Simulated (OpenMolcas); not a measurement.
# Run report: CH$_{4}$ClFOSi, single-point calculation (part 1 of 2)

- system: CH$_{4}$ClFOSi, SMILES C[Si](O)(F)Cl
- method: HF/ANO-R0, RHF, sfX2C (OpenMolcas 26.06)

The geometry comes from this level: PBE0-D4/def2-TZVP.

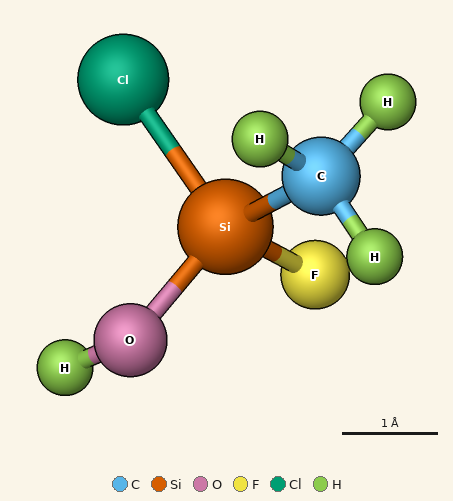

Figure 1. The structure as given in the input (ball-and-stick view, seen at a tilt). Bond lengths as drawn: Cl–Si 2.05 Å, C–H 1.09 Å, C–Si 1.83 Å, F–Si 1.59 Å, H–O 0.96 Å and O–Si 1.62 Å.

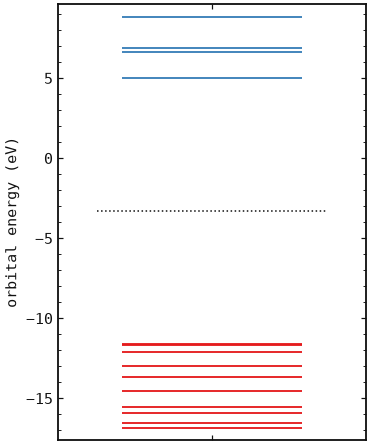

Figure 2. Orbital energies near the frontier; the dotted line parts filled from empty levels, and levels within 0.02 eV of each other stand side by side. Highest filled −11.63 eV, lowest empty 4.99 eV, 16.62 eV apart.

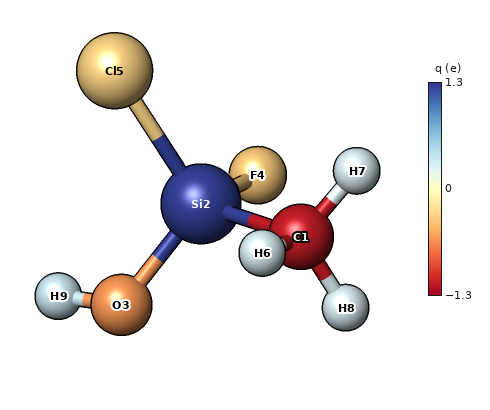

Figure 3. Mulliken charges, as the colour of each atom (ball-and-stick view, seen at a tilt; atoms are numbered from 1 in the order of the input; Mulliken charges depend strongly on the basis). By element: C −1.13, Si +1.24, O −0.60, F −0.36, Cl −0.31 and H +0.26 to +0.35 e.

These pictures come from the run below.

**The input**
```
&GATEWAY
  Coord
  coord.xyz
  Basis
  ANO-R0
  Group
  NoSym

&SEWARD

&SCF
  PrOrbitals
  0

&LOCALISATION
  Occupied
  Freeze
  Pipek-Mezey

&LOCALISATION
  FileOrb
  $Project.LocOrb
  Virtual
  Pipek-Mezey
```

**File coord.xyz**
```
9

C     -1.142400    -0.178600     0.512200
Si     0.561300     0.218400    -0.038000
O      1.048100    -0.886600    -1.122500
F      1.553300     0.230300     1.206200
Cl     0.689400     2.097500    -0.845100
H     -1.833600    -0.141900    -0.331500
H     -1.476300     0.534700     1.267700
H     -1.171800    -1.182300     0.942400
H      1.860700    -0.738000    -1.608600
```

Command:
```bash
export MOLCAS_MEM=1860
pymolcas step1.inp > step1.log
```

**What the program printed**
```
--- Start Module: gateway ---

                                              &GATEWAY

                       available to each process: 1.9 GB of memory, 1 thread

++    Symmetry information:
      ---------------------

                    Character Table for C1

                             E
                    a        1  x, y, xy, Rz, z, xz, Ry, yz, Rx, I
--

++    Basis set information:
      ----------------------

      Basis set label: C.ANO-R...2S1P.

      Electronic valence basis set:
      ------------------
      Associated Effective Charge   6.000000 au
      Associated Actual Charge      6.000000 au
      Nuclear Model: Finite nucleus - Gaussian distribution
        Gaussian exponent, Xi/bohr**(-2):  6.80775E+08

      Shell  nPrim  nBasis  Cartesian Spherical Contaminant
         s      12       2        X
         p       7       1        X

      Basis set label: SI.ANO-R...3S2P.

      Electronic valence basis set:
      ------------------
      Associated Effective Charge  14.000000 au
      Associated Actual Charge     14.000000 au
      Nuclear Model: Finite nucleus - Gaussian distribution
        Gaussian exponent, Xi/bohr**(-2):  4.34677E+08

      Shell  nPrim  nBasis  Cartesian Spherical Contaminant
         s      16       3        X
         p      11       2        X

      Basis set label: O.ANO-R...2S1P.

      Electronic valence basis set:
      ------------------
      Associated Effective Charge   8.000000 au
      Associated Actual Charge      8.000000 au
      Nuclear Model: Finite nucleus - Gaussian distribution
        Gaussian exponent, Xi/bohr**(-2):  5.86314E+08

      Shell  nPrim  nBasis  Cartesian Spherical Contaminant
         s      13       2        X
         p       8       1        X

      Basis set label: F.ANO-R...2S1P.

      Electronic valence basis set:
      ------------------
      Associated Effective Charge   9.000000 au
      Associated Actual Charge      9.000000 au
      Nuclear Model: Finite nucleus - Gaussian distribution
        Gaussian exponent, Xi/bohr**(-2):  5.35469E+08

      Shell  nPrim  nBasis  Cartesian Spherical Contaminant
         s      13       2        X
         p       8       1        X

      Basis set label: CL.ANO-R...3S2P.

      Electronic valence basis set:
      ------------------
      Associated Effective Charge  17.000000 au
      Associated Actual Charge     17.000000 au
      Nuclear Model: Finite nucleus - Gaussian distribution
        Gaussian exponent, Xi/bohr**(-2):  3.84638E+08

      Shell  nPrim  nBasis  Cartesian Spherical Contaminant
         s      17       3        X
         p      11       2        X

      Basis set label: H.ANO-R...1S.

      Electronic valence basis set:
      ------------------
      Associated Effective Charge   1.000000 au
      Associated Actual Charge      1.000000 au
      Nuclear Model: Finite nucleus - Gaussian distribution
        Gaussian exponent, Xi/bohr**(-2):  2.12482E+09

      Shell  nPrim  nBasis  Cartesian Spherical Contaminant
         s       7       1        X
--

++    Molecular structure info:
      -------------------------

                    ************************************************
                    **** Cartesian Coordinates / bohr, angstrom ****
                    ************************************************

     Center  Label                x              y              z                     x              y              z
        1      C1              -2.158823      -0.337505       0.967918             -1.142400      -0.178600       0.512200
        2      SI2              1.060703       0.412716      -0.071810              0.561300       0.218400      -0.038000
        3      O3               1.980622      -1.675431      -2.121218              1.048100      -0.886600      -1.122500
        4      F4               2.935312       0.435204       2.279388              1.553300       0.230300       1.206200
        5      CL5              1.302777       3.963701      -1.597008              0.689400       2.097500      -0.845100
        6      H6              -3.465002      -0.268152      -0.626444             -1.833600      -0.141900      -0.331500
        7      H7              -2.789803       1.010437       2.395606             -1.476300       0.534700       1.267700
        8      H8              -2.214381      -2.234223       1.780878             -1.171800      -1.182300       0.942400
        9      H9               3.516213      -1.394618      -3.039813              1.860700      -0.738000      -1.608600

                    ***************************************
                    *    InterNuclear Distances / bohr    *
                    ***************************************

               1 C1            2 SI2           3 O3            4 F4            5 CL5           6 H6
    1 C1       0.000000
    2 SI2      3.465431        0.000000
    3 O3       5.335523        3.067032        0.000000
    4 F4       5.316695        3.007123        4.973081        0.000000
    5 CL5      6.087848        3.872250        5.703865        5.490164        0.000000
    6 H6       2.062257        4.610120        5.819759        7.064176        6.448433        0.000000
    7 H7       2.062371        4.612137        7.097361        5.755114        6.435211        3.350145
    8 H8       2.064347        4.600534        5.756444        5.821829        7.886366        3.350326
    9 H9       7.027477        4.255001        1.811275        5.655050        5.974325        7.471991

               7 H7            8 H8            9 H9
    7 H7       0.000000
    8 H8       3.352136        0.000000
    9 H9       8.665674        7.535497        0.000000

                    *******************************************
                    *    InterNuclear Distances / angstrom    *
                    *******************************************

               1 C1            2 SI2           3 O3            4 F4            5 CL5           6 H6
    1 C1       0.000000
    2 SI2      1.833827        0.000000
    3 O3       2.823437        1.623003        0.000000
    4 F4       2.813474        1.591301        2.631641        0.000000
    5 CL5      3.221550        2.049106        3.018355        2.905269        0.000000
    6 H6       1.091299        2.439571        3.079684        3.738201        3.412364        0.000000
    7 H7       1.091360        2.440638        3.755762        3.045475        3.405367        1.772820
    8 H8       1.092406        2.434498        3.046179        3.080779        4.173285        1.772916
    9 H9       3.718781        2.251650        0.958485        2.992524        3.161477        3.954007

               7 H7            8 H8            9 H9
    7 H7       0.000000
    8 H8       1.773874        0.000000
    9 H9       4.585677        3.987613        0.000000

                    **************************************
                    *    Valence Bond Angles / degree    *
                    **************************************
                          Atom centers                 Phi
                      6 H6       1 C1       7 H7       108.63
                      6 H6       1 C1       8 H8       108.56
                      7 H7       1 C1       8 H8       108.64
--

            Nuclear Potential Energy            314.04200796 au

--- Stop Module: gateway /rc=_RC_ALL_IS_WELL_ ---

--- Start Module: seward ---

                                              &SEWARD

                       available to each process: 1.9 GB of memory, 1 thread

               SEWARD will generate:
                  Multipole Moment integrals up to order  2
                  Kinetic Energy integrals
                  Nuclear Attraction integrals (finite nuclei - Gaussian type)
                  One-Electron Hamiltonian integrals
                  Velocity integrals
                  Relativistic X2C integrals
                  Orbital angular momentum around (  1.1563   1.0938  -0.3189 )
                  Velocity quadrupole around (  1.1563   1.0938  -0.3189 )
                  Atomic mean-field integrals
                  Two-Electron Repulsion integrals

                   Integrals are discarded if absolute value <: 1.00E-14
                   Integral cutoff threshold is set to       <: 1.00E-16

            Nuclear Potential Energy            314.04200796 au

      Basis set specifications :
      Symmetry species         a
      Basis functions           37

--- Stop Module: seward /rc=_RC_ALL_IS_WELL_ ---
--- Module seward spent 1 second ---

--- Start Module: scf ---

                                                &SCF

                       available to each process: 1.9 GB of memory, 1 thread

++    Input section:
      --------------

      Header of the integral files:

      Cartesian coordinates in angstrom:
      -----------------------------------------------------
      No.  Label        X            Y            Z
      -----------------------------------------------------
       1   C1        -1.14240000  -0.17860000   0.51220000
       2   SI2        0.56130000   0.21840000  -0.03800000
       3   O3         1.04810000  -0.88660000  -1.12250000
       4   F4         1.55330000   0.23030000   1.20620000
       5   CL5        0.68940000   2.09750000  -0.84510000
       6   H6        -1.83360000  -0.14190000  -0.33150000
       7   H7        -1.47630000   0.53470000   1.26770000
       8   H8        -1.17180000  -1.18230000   0.94240000
       9   H9         1.86070000  -0.73800000  -1.60860000
      -----------------------------------------------------
      Nuclear repulsion energy =  314.04200796
--

++    Orbital specifications:
      -----------------------

      Symmetry species               1
                                     a
      Frozen orbitals                0
      Occupied orbitals             29
      Secondary orbitals             8
      Deleted orbitals               0
      Total number of orbitals      37
      Number of basis functions     37
--

      Molecular charge                           0.000

++    Optimization specifications:
      ----------------------------

      SCF Algorithm: Conventional
      Minimized density differences are used
      Number of density matrices in core                 5
      Maximum number of NDDO SCF iterations            400
      Maximum number of HF SCF iterations              400
      Threshold for SCF energy change             1.00E-09
      Threshold for density matrix                1.00E-04
      Threshold for Fock matrix                   1.50E-04
      Threshold for linear dependence             1.00E-09
      Threshold at which DIIS is turned on        1.50E-01
      Maximum depth in the DIIS procedure                5
      Maximum depth in the BFGS Hessian update          30
      Threshold at which QNR/C2DIIS is turned on  7.50E-02
      Threshold for Norm(delta) (QNR/C2DIIS)      1.00E-03
      All orbitals punched on: SCFORB
--

      Input vectors read from INPORB
      Orbital file label: *Guess orbitals

++ Convergence information
                                   SCF        iterations: Energy and convergence statistics

Iter     Tot. SCF        One-elec.       Two-elec.     Energy      Max Dij or  Max Fij      DNorm      TNorm      AccCon     Time
         Energy          Energy          Energy        Change      Delta Norm                                                in Sec.
   1  -963.960728704 -1965.815846709   687.813110041   0.00E+00    4.93E-01*   1.59E-01*    1.05E+01   1.48E+02   None         0.
   2  -964.450451129 -1962.945844131   684.453385039  -4.90E-01*   1.37E-01*   7.61E-02*    3.33E+00   1.47E+02   EDIIS        0.
   3  -964.507056847 -1963.443398389   684.894333578  -5.66E-02*   4.52E-02*   3.09E-02*    1.14E+00   1.47E+02   c2DIIS       0.
   4  -964.519841977 -1963.229579838   684.667729897  -1.28E-02*   2.08E-02*   7.56E-03*    2.55E-01   1.47E+02   QNRc2DIIS    0.
   5  -964.520697908 -1963.205041686   684.642335813  -8.56E-04*   1.07E-02*   3.58E-03*    5.23E-02   1.47E+02   QNRc2DIIS    0.
   6  -964.520867020 -1963.185053423   684.622178439  -1.69E-04*   1.20E-03*   5.03E-04*    1.09E-02   1.47E+02   QNRc2DIIS    0.
   7  -964.520870494 -1963.187063264   684.624184806  -3.47E-06*   7.64E-04    1.91E-04*    3.17E-03   1.47E+02   QNRc2DIIS    0.
   8  -964.520871124 -1963.186808210   684.623929122  -6.30E-07*   8.16E-05    2.00E-05     9.46E-04   1.47E+02   QNRc2DIIS    0.
   9  -964.520871138 -1963.186968778   684.624089676  -1.35E-08*   4.82E-05    9.83E-06     2.14E-04   1.47E+02   QNRc2DIIS    0.
  10  -964.520871140 -1963.186966562   684.624087458  -2.42E-09*   9.26E-06    1.89E-06     7.18E-05   1.47E+02   QNRc2DIIS    0.
  11  -964.520871140 -1963.186958952   684.624079848  -9.21E-11    2.10E-06    5.79E-07     3.45E-05   1.47E+02   QNRc2DIIS    0.

       Convergence after  11 Iterations
--

 *****************************************************************************************************************************
 *                                             SCF/KS-DFT Program, Final results                                             *
 *                                                       Final Results                                                       *
 *****************************************************************************************************************************
```
